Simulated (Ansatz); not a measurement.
# A workflow on C3HN (cyanoacetylene)

We compute a point of an energy scan (B3LYP5/x2c-SVPall), then a point of an energy scan (B3LYP5/x2c-SVPall), then a point of an energy scan (UB3LYP5/x2c-SVPall), then a point of an energy scan (UB3LYP5/x2c-SVPall), then a point of an energy scan (UB3LYP5/x2c-SVPall) of C3HN (cyanoacetylene). 

The results are computed with Ansatz 0.2.0.

### Step 1. The system as given

C3HN has 5 atoms, charge 0, and is taken as a singlet. SMILES: `C#CC#N`. The shape is that of a PBE0-D4/def2-TZVP optimisation.

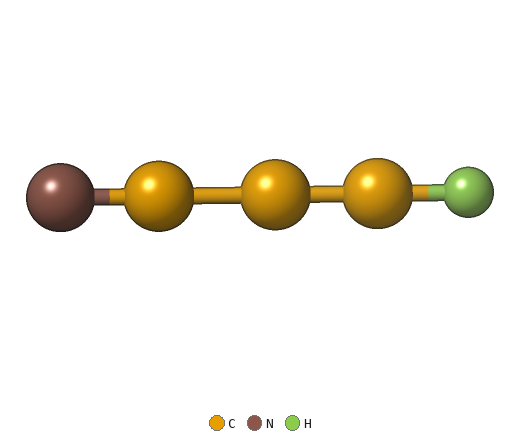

The structure, seen from a chosen angle (carbon amber, nitrogen brown, hydrogen green).

### Step 2. A point of an energy scan at B3LYP5/x2c-SVPall (sfX2C, held atoms (2, 1), held distance 1.2611 angstrom) (run 1)

Input file job.yaml:

```yaml
basis:
  gaussian: {orbitals: x2c-SVPall.json}
crystal:
  periodic: [false, false, false]
  atoms:
    - {symbol: C, position_ang: [-0.137800, 1.253000, 0.148800]}
    - {symbol: C, position_ang: [-0.000300, 0.068900, 0.002100]}
    - {symbol: C, position_ang: [0.157500, -1.280600, -0.165000]}
    - {symbol: N, position_ang: [0.291100, -2.418400, -0.305600]}
    - {symbol: H, position_ang: [-0.260600, 2.303500, 0.278300]}
total_charge: 0
hamiltonian: {xc: {name: B3LYP5}}
relax: {max_steps: 60, constraints: [{distance: [1, 0], at: 1.2611}]}
```

The basis set x2c-SVPall is read from a file made from the Basis Set Exchange's data (not shown).

On the command line:

```sh
$ ansatz run job.yaml --threads 1 --pin off --max-ram 2610MiB --events-out events.jsonl --progress --plain --runs-dir runs
```

Log, shortened:

```text
Warning: RAYON_NUM_THREADS=1 ignored (pool sized by the plan → 1); use --threads N
[...]
Functional definition: B3LYP5
  name "B3LYP5"
[...]
706 factors; integrals over basis functions are off by at most 4.1e-4 eV
[...]
mean field -4610.11462269 eV, -169.4185875359 hartree, gradient 8.0e-6 eV, S^2 0.000000; 0 other end points of the search recorded, 0 dependent functions left out
[...]
reference -4610.11479280 eV, -169.4185937873 hartree; 13, 13 occupied and 48, 48 virtual orbitals, 706 factors
relax step   1: F+E_penalty+E_count = -4610.11462269 eV  Δ(F+E_penalty+E_count) = +0.000e0 eV  max|allowed force component| = 1.783e0 eV/Å  Δτ_max = 0.0000 Å  (24 SCF iters, accepted)
[...]
relax step   3: F+E_penalty+E_count = -4610.19179768 eV  Δ(F+E_penalty+E_count) = -3.698e-3 eV  max|allowed force component| = 7.617e-2 eV/Å  Δτ_max = 0.0093 Å  (26 SCF iters, accepted)
[...]
relax step   4: F+E_penalty+E_count = -4610.19182822 eV  Δ(F+E_penalty+E_count) = -3.055e-5 eV  max|allowed force component| = 1.904e-3 eV/Å  Δτ_max = 0.0007 Å  (20 SCF iters, accepted)
  distance C 1 - C 0 held at 1.261100 Å   reaction = +4.3341e0 eV/Å
706 factors; integrals over basis functions are off by at most 4.7e-4 eV
[...]
mean field -4610.19182822 eV, -169.4214247870 hartree, gradient 3.0e-5 eV, S^2 0.000000; 1 other end points of the search recorded, 0 dependent functions left out
[...]
reference -4610.19199970 eV, -169.4214310886 hartree; 13, 13 occupied and 48, 48 virtual orbitals, 706 factors
Total energy: -4610.19199970 eV, -169.4214310886 hartree
Relativity: scalar
Atom 0 at    -0.142275     1.290834     0.153376 Å, force     0.495484    -4.272302    -0.529913 eV/Å
Atom 1 at     0.002371     0.047553    -0.000587 Å, force    -0.496064     4.273635     0.529310 eV/Å
Atom 2 at     0.160771    -1.307545    -0.168273 Å, force     0.000743    -0.001904     0.000351 eV/Å
Atom 3 at     0.295350    -2.456258    -0.310284 Å, force    -0.000712     0.000983    -0.000176 eV/Å
Atom 4 at    -0.266316     2.351816     0.284369 Å, force     0.000549    -0.000412     0.000427 eV/Å
Dipole moment:    -0.089359     0.764182     0.094477 e Å
```

It took 3.9 s on 1 thread of Intel Xeon 6975P-C (Granite Rapids), shared host; peak memory 0.13 GiB.

### Step 3. A point of an energy scan at B3LYP5/x2c-SVPall (sfX2C, held atoms (2, 1), held distance 1.5013 angstrom) (run 2)

Input file in.yaml:

```yaml
crystal:
  periodic: [false, false, false]
  atoms:
    - {symbol: C, position_ang: [-0.142275, 1.290834, 0.153376]}
    - {symbol: C, position_ang: [0.002371, 0.047553, -0.000587]}
    - {symbol: C, position_ang: [0.160771, -1.307545, -0.168273]}
    - {symbol: N, position_ang: [0.295350, -2.456258, -0.310284]}
    - {symbol: H, position_ang: [-0.266316, 2.351816, 0.284369]}
basis:
  gaussian: {orbitals: x2c-SVPall.json}
relax: {max_steps: 60, constraints: [{distance: [1, 0], at: 1.5013}]}
hamiltonian: {xc: {name: B3LYP5}}
```

The basis set x2c-SVPall is read from a file made from the Basis Set Exchange's data (not shown).

On the command line:

```sh
$ ansatz run in.yaml --threads 1 --pin off --max-ram 2610MiB --events-out events.jsonl --progress --plain --runs-dir runs
```

Log, shortened:

```text
Warning: RAYON_NUM_THREADS=1 ignored (pool sized by the plan → 1); use --threads N
[...]
[... 2 set-up lines as earlier in the session ...]
[...]
708 factors; integrals over basis functions are off by at most 3.9e-4 eV
[...]
mean field -4606.97253191 eV, -169.3031178295 hartree, gradient 1.8e-5 eV, S^2 0.000000; 0 other end points of the search recorded, 0 dependent functions left out
[...]
reference -4606.97270229 eV, -169.3031240908 hartree; 13, 13 occupied and 48, 48 virtual orbitals, 708 factors
relax step   1: F+E_penalty+E_count = -4606.97253191 eV  Δ(F+E_penalty+E_count) = +0.000e0 eV  max|allowed force component| = 6.865e0 eV/Å  Δτ_max = 0.0000 Å  (26 SCF iters, accepted)
[...]
relax step   4: F+E_penalty+E_count = -4607.68489630 eV  Δ(F+E_penalty+E_count) = -1.099e-3 eV  max|allowed force component| = 1.129e-2 eV/Å  Δτ_max = 0.0050 Å  (27 SCF iters, accepted)
[...]
  distance C 1 - C 0 held at 1.501300 Å   reaction = +1.3907e1 eV/Å
708 factors; integrals over basis functions are off by at most 4.7e-4 eV
mean field -4607.68489824 eV, -169.3292968094 hartree, gradient 5.0e-6 eV, S^2 0.000000; 1 other end points of the search recorded, 0 dependent functions left out
[...]
reference -4607.68507193 eV, -169.3293031925 hartree; 13, 13 occupied and 48, 48 virtual orbitals, 708 factors
Total energy: -4607.68507193 eV, -169.3293031925 hartree
Relativity: scalar
Atom 0 at    -0.157924     1.426443     0.170170 Å, force     1.595042   -13.710453    -1.698300 eV/Å
Atom 1 at     0.014168    -0.053645    -0.013202 Å, force    -1.595236    13.710565     1.698125 eV/Å
Atom 2 at     0.170662    -1.391679    -0.178656 Å, force     0.001007    -0.000823     0.000345 eV/Å
Atom 3 at     0.305811    -2.546640    -0.321441 Å, force    -0.000445     0.000871    -0.000044 eV/Å
Atom 4 at    -0.282816     2.491922     0.301731 Å, force    -0.000368    -0.000160    -0.000126 eV/Å
Dipole moment:    -0.091936     0.786368     0.097230 e Å
```

Wall time 5.1 s (1 thread of Intel Xeon 6975P-C (Granite Rapids), shared host); peak memory 0.13 GiB.

### Step 4. A point of an energy scan at UB3LYP5/x2c-SVPall (sfX2C, held atoms (2, 1), held distance 1.8016 angstrom) (run 3)

Input file in.yaml:

```yaml
crystal:
  periodic: [false, false, false]
  atoms:
    - {symbol: C, position_ang: [-0.157924, 1.426443, 0.170170]}
    - {symbol: C, position_ang: [0.014168, -0.053645, -0.013202]}
    - {symbol: C, position_ang: [0.170662, -1.391679, -0.178656]}
    - {symbol: N, position_ang: [0.305811, -2.546640, -0.321441]}
    - {symbol: H, position_ang: [-0.282816, 2.491922, 0.301731]}
basis:
  gaussian: {orbitals: x2c-SVPall.json}
magnetization: {spin_polarized: true, initial_magnetization: 0}
hamiltonian: {xc: {name: B3LYP5}}
relax: {max_steps: 60, constraints: [{distance: [1, 0], at: 1.8016}]}
```

The basis set x2c-SVPall is read from a file made from the Basis Set Exchange's data (not shown).

On the command line:

```sh
$ ansatz run in.yaml --threads 1 --pin off --max-ram 2610MiB --events-out events.jsonl --progress --plain --runs-dir runs
```

Log, shortened:

```text
Warning: RAYON_NUM_THREADS=1 ignored (pool sized by the plan → 1); use --threads N
[...]
[... 2 set-up lines as earlier in the session ...]
[...]
706 factors; integrals over basis functions are off by at most 3.1e-4 eV
[...]
mean field -4602.99385103 eV, -169.1569040040 hartree, gradient 1.4e-5 eV, S^2 1.462559; 6 other end points of the search recorded, 0 dependent functions left out
[...]
reference -4602.99402422 eV, -169.1569103686 hartree; 13, 13 occupied and 48, 48 virtual orbitals, 706 factors
relax step   1: F+E_penalty+E_count = -4602.99385103 eV  Δ(F+E_penalty+E_count) = +0.000e0 eV  max|allowed force component| = 9.104e0 eV/Å  Δτ_max = 0.0000 Å  (868 SCF iters, accepted)
[...]
relax step   4: F+E_penalty+E_count = -4604.11281819 eV  Δ(F+E_penalty+E_count) = -5.491e-3 eV  max|allowed force component| = 1.068e-1 eV/Å  Δτ_max = 0.0099 Å  (100 SCF iters, accepted)
[...]
  distance C 1 - C 0 held at 1.801600 Å   reaction = +7.7738e0 eV/Å
706 factors; integrals over basis functions are off by at most 5.5e-4 eV
[...]
mean field -4604.92066333 eV, -169.2277130500 hartree, gradient 1.9e-5 eV, S^2 1.232883; 10 other end points of the search recorded, 0 dependent functions left out
[...]
reference -4604.92083934 eV, -169.2277195182 hartree; 13, 13 occupied and 48, 48 virtual orbitals, 706 factors
Total energy: -4604.92083934 eV, -169.2277195182 hartree
Relativity: scalar
Atom 0 at     0.198966     1.510758     0.346965 Å, force    -2.381278    -7.026591    -2.321674 eV/Å
Atom 1 at    -0.354127    -0.117081    -0.191542 Å, force     2.380989     7.026574     2.321550 eV/Å
Atom 2 at     0.129168    -1.384780    -0.196265 Å, force     0.005241    -0.004167     0.001626 eV/Å
Atom 3 at     0.466026    -2.517372    -0.243555 Å, force    -0.001799     0.002116    -0.000434 eV/Å
Atom 4 at    -0.390133     2.434876     0.242998 Å, force    -0.003153     0.002069    -0.001068 eV/Å
Dipole moment:    -0.163366     0.633228     0.037767 e Å
```

Run time: 84 s. Hardware: 1 thread of Intel Xeon 6975P-C (Granite Rapids), shared host; peak memory 0.18 GiB.

### Step 5. A point of an energy scan at UB3LYP5/x2c-SVPall (sfX2C, held atoms (2, 1), held distance 2.1619 angstrom) (run 4)

Input file in.yaml:

```yaml
crystal:
  periodic: [false, false, false]
  atoms:
    - {symbol: C, position_ang: [0.198966, 1.510758, 0.346965]}
    - {symbol: C, position_ang: [-0.354127, -0.117081, -0.191542]}
    - {symbol: C, position_ang: [0.129168, -1.384780, -0.196265]}
    - {symbol: "N", position_ang: [0.466026, -2.517372, -0.243555]}
    - {symbol: H, position_ang: [-0.390133, 2.434876, 0.242998]}
basis:
  gaussian: {orbitals: x2c-SVPall.json}
magnetization: {spin_polarized: true, initial_magnetization: 0}
relax: {max_steps: 60, constraints: [{distance: [1, 0], at: 2.1619}]}
hamiltonian: {xc: {name: B3LYP5}}
```

The basis set x2c-SVPall is read from a file made from the Basis Set Exchange's data (not shown).

On the command line:

```sh
$ ansatz run in.yaml --threads 1 --pin off --max-ram 2610MiB --events-out events.jsonl --progress --plain --runs-dir runs
```

Log, shortened:

```text
Warning: RAYON_NUM_THREADS=1 ignored (pool sized by the plan → 1); use --threads N
[...]
[... 2 set-up lines as earlier in the session ...]
[...]
705 factors; integrals over basis functions are off by at most 3.5e-4 eV
[...]
mean field -4602.06649840 eV, -169.1228244235 hartree, gradient 1.6e-5 eV, S^2 1.596868; 8 other end points of the search recorded, 0 dependent functions left out
[...]
reference -4602.06667626 eV, -169.1228309599 hartree; 13, 13 occupied and 48, 48 virtual orbitals, 705 factors
relax step   1: F+E_penalty+E_count = -4602.06649840 eV  Δ(F+E_penalty+E_count) = +0.000e0 eV  max|allowed force component| = 5.264e0 eV/Å  Δτ_max = 0.0000 Å  (267 SCF iters, accepted)
[...]
relax step   3: F+E_penalty+E_count = -4602.65664515 eV  Δ(F+E_penalty+E_count) = -1.656e-2 eV  max|allowed force component| = 1.495e0 eV/Å  Δτ_max = 0.1980 Å  (100 SCF iters, accepted)
[...]
  distance C 1 - C 0 held at 2.161900 Å   reaction = +3.9513e0 eV/Å
705 factors; integrals over basis functions are off by at most 4.1e-4 eV
[...]
mean field -4602.73350118 eV, -169.1473363235 hartree, gradient 1.2e-5 eV, S^2 1.235864; 10 other end points of the search recorded, 0 dependent functions left out
[...]
reference -4602.73367268 eV, -169.1473426259 hartree; 13, 13 occupied and 48, 48 virtual orbitals, 705 factors
Total energy: -4602.73367268 eV, -169.1473426259 hartree
Relativity: scalar
Atom 0 at     0.383079     1.566940     0.440412 Å, force    -1.831336    -3.209638    -1.397837 eV/Å
Atom 1 at    -0.618798    -0.189508    -0.324405 Å, force     1.830805     3.210951     1.397835 eV/Å
Atom 2 at     0.081656    -1.368524    -0.214949 Å, force     0.000739    -0.000915     0.000169 eV/Å
Atom 3 at     0.590418    -2.434076    -0.172407 Å, force    -0.000246    -0.000484    -0.000196 eV/Å
Atom 4 at    -0.386455     2.351569     0.229950 Å, force     0.000038     0.000086     0.000029 eV/Å
Dipole moment:    -0.168443     0.563534     0.023151 e Å
```

Wall time 29 s (1 thread of Intel Xeon 6975P-C (Granite Rapids), shared host); peak memory 0.17 GiB.

### Step 6. A point of an energy scan at UB3LYP5/x2c-SVPall (sfX2C, held atoms (2, 1), held distance 2.6423 angstrom) (run 5)

Input file run.yaml:

```yaml
crystal:
  periodic: [false, false, false]
  atoms:
    - symbol: C
      position_ang: [0.383079, 1.566940, 0.440412]
    - symbol: C
      position_ang: [-0.618798, -0.189508, -0.324405]
    - symbol: C
      position_ang: [0.081656, -1.368524, -0.214949]
    - symbol: N
      position_ang: [0.590418, -2.434076, -0.172407]
    - symbol: H
      position_ang: [-0.386455, 2.351569, 0.229950]
basis:
  gaussian:
    orbitals: x2c-SVPall.json
magnetization:
  spin_polarized: true
hamiltonian:
  xc: {name: B3LYP5}
relax:
  max_steps: 60
  constraints: [{distance: [1, 0], at: 2.6423}]
```

The basis set x2c-SVPall is read from a file made from the Basis Set Exchange's data (not shown).

On the command line:

```sh
$ ansatz run run.yaml --threads 1 --pin off --max-ram 2610MiB --events-out events.jsonl --progress --plain --runs-dir runs
```

Log, shortened:

```text
Warning: RAYON_NUM_THREADS=1 ignored (pool sized by the plan → 1); use --threads N
[...]
[... 2 set-up lines as earlier in the session ...]
[...]
712 factors; integrals over basis functions are off by at most 3.2e-4 eV
[...]
mean field -4601.17102422 eV, -169.0899163543 hartree, gradient 3.0e-6 eV, S^2 1.143891; 11 other end points of the search recorded, 0 dependent functions left out
[...]
reference -4601.17120026 eV, -169.0899228236 hartree; 13, 13 occupied and 48, 48 virtual orbitals, 712 factors
relax step   1: F+E_penalty+E_count = -4601.17102422 eV  Δ(F+E_penalty+E_count) = +0.000e0 eV  max|allowed force component| = 2.929e0 eV/Å  Δτ_max = 0.0000 Å  (400 SCF iters, accepted)
[...]
relax step   4: F+E_penalty+E_count = -4601.25152348 eV  Δ(F+E_penalty+E_count) = -4.901e-2 eV  max|allowed force component| = 1.265e0 eV/Å  Δτ_max = 0.0918 Å  (86 SCF iters, accepted)
[...]
  distance C 1 - C 0 held at 2.642300 Å   reaction = +1.4679e0 eV/Å
712 factors; integrals over basis functions are off by at most 3.3e-4 eV
[...]
mean field -4601.40507178 eV, -169.0985174434 hartree, gradient 6.4e-6 eV, S^2 1.142271; 12 other end points of the search recorded, 0 dependent functions left out
[...]
reference -4601.40524951 eV, -169.0985239749 hartree; 13, 13 occupied and 48, 48 virtual orbitals, 712 factors
Total energy: -4601.40524951 eV, -169.0985239749 hartree
Relativity: scalar
Atom 0 at     0.501332     1.751251     0.472176 Å, force    -0.713778    -1.172093    -0.520109 eV/Å
Atom 1 at    -0.777216    -0.363686    -0.462761 Å, force     0.710427     1.175272     0.519236 eV/Å
Atom 2 at     0.030749    -1.456316    -0.246685 Å, force    -0.002054     0.001906    -0.000109 eV/Å
Atom 3 at     0.670290    -2.444974    -0.115612 Å, force     0.001906    -0.002319     0.000255 eV/Å
Atom 4 at    -0.375255     2.440127     0.311484 Å, force     0.003499    -0.002767     0.000727 eV/Å
Dipole moment:    -0.172646     0.505560     0.043797 e Å
```

Run time: 37 s. Hardware: 1 thread of Intel Xeon 6975P-C (Granite Rapids), shared host; peak memory 0.16 GiB.

### Step 7. What came out

| quantity | value |
| --- | --- |
| run 1, B3LYP5/x2c-SVPall: total energy | -169.42143 Eh |
| run 1, B3LYP5/x2c-SVPall: dipole moment | 3.72 D |
| run 2, B3LYP5/x2c-SVPall: total energy | -169.32930 Eh |
| run 2, B3LYP5/x2c-SVPall: dipole moment | 3.83 D |
| run 3, UB3LYP5/x2c-SVPall: total energy | -169.22772 Eh |
| run 3, UB3LYP5/x2c-SVPall: dipole moment | 3.15 D |
| run 3, UB3LYP5/x2c-SVPall: ⟨S²⟩ | 1.233 |
| run 4, UB3LYP5/x2c-SVPall: total energy | -169.14734 Eh |
| run 4, UB3LYP5/x2c-SVPall: dipole moment | 2.83 D |
| run 4, UB3LYP5/x2c-SVPall: ⟨S²⟩ | 1.236 |
| run 5, UB3LYP5/x2c-SVPall: total energy | -169.09852 Eh |
| run 5, UB3LYP5/x2c-SVPall: dipole moment | 2.57 D |
| run 5, UB3LYP5/x2c-SVPall: ⟨S²⟩ | 1.142 |

Mulliken charges (run 2, B3LYP5/x2c-SVPall) run from -0.15 on C1 to +0.08 on H5; they depend strongly on the basis. ⟨S²⟩ (run 3, UB3LYP5/x2c-SVPall) is 1.23 where a pure singlet has 0.00: the reference is spin-contaminated. Mulliken charges (run 3, UB3LYP5/x2c-SVPall) run from -0.16 on C2 to +0.11 on H5; they depend strongly on the basis. ⟨S²⟩ (run 4, UB3LYP5/x2c-SVPall) is 1.24 where a pure singlet has 0.00: the reference is spin-contaminated. ⟨S²⟩ (run 5, UB3LYP5/x2c-SVPall) is 1.14 where a pure singlet has 0.00: the reference is spin-contaminated. Mulliken charges (run 5, UB3LYP5/x2c-SVPall) run from -0.18 on C2 to +0.09 on H5; they depend strongly on the basis.
